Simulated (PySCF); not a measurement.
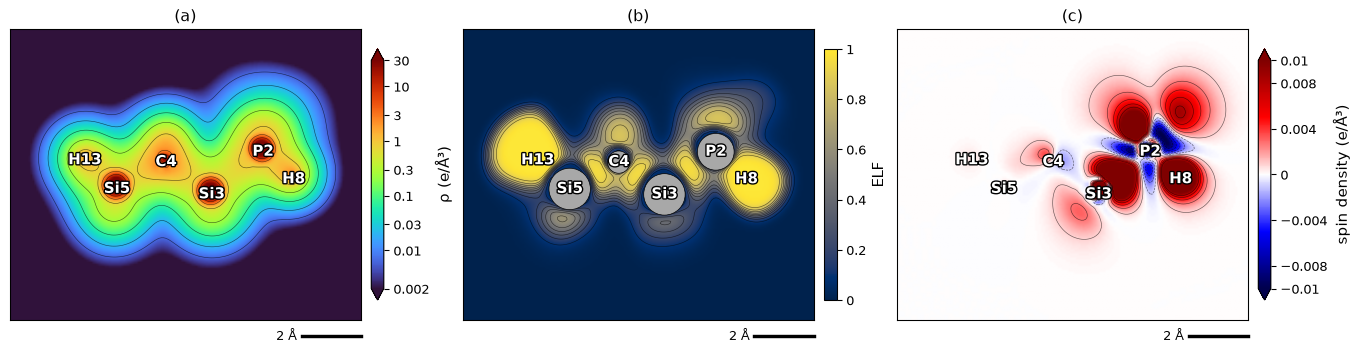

Figure 1: CH10BNPSi2 (SMILES [BH]P[SiH2]C[SiH2]N) (doublet). (a) electron density; (b) ELF; (c) spin density (α minus β) on the plane of atoms Si3, P2 and H8. Grey discs cover the atomic cores in the ELF map.

Geometry: GFN2-xTB.

Method: UKS B3LYP, pcH-1 on B C H N P Si, non-relativistic, mean-field spin-orbit, GIAO in PySCF 2.14.0, density-fitted response routines.

```xyz
16

B    -2.9646    2.1460    0.4063
P    -2.9426    0.4006    0.1922
Si   -1.0901   -0.5540   -0.6619
C     0.2401   -0.3167    0.6640
Si    1.9914   -0.8458    0.1668
N     2.4203    0.1277   -1.1861
H    -2.3023    2.8828    1.0077
H    -3.8334    0.0722   -0.8242
H    -0.7376    0.0678   -1.9478
H    -1.4209   -1.9669   -0.8807
H     0.2497    0.7302    0.9709
H    -0.0507   -0.8810    1.5500
H     2.8678   -0.7092    1.3450
H     2.0309   -2.2231   -0.3198
H     2.2336    1.1170   -1.1550
H     3.3008   -0.0386   -1.6446
```

What do the fields say about this system?

- Atoms in the plane: P, Si, C and H.
- C–Si (1.89 Å): the density is about 0.81 e/Å³ at the midpoint; the ELF peaks at about 0.95 between the atoms; localised, covalent bonding.
- Si–P (2.25 Å): ρ at the midpoint is about 0.67 e/Å³; the ELF peaks at about 0.95 between the atoms; a shared electron pair.
- The unpaired spin (1 electron) lies mostly on B1 (about 0.8) and P2 (about 0.1), in electrons by Hirshfeld's partition.
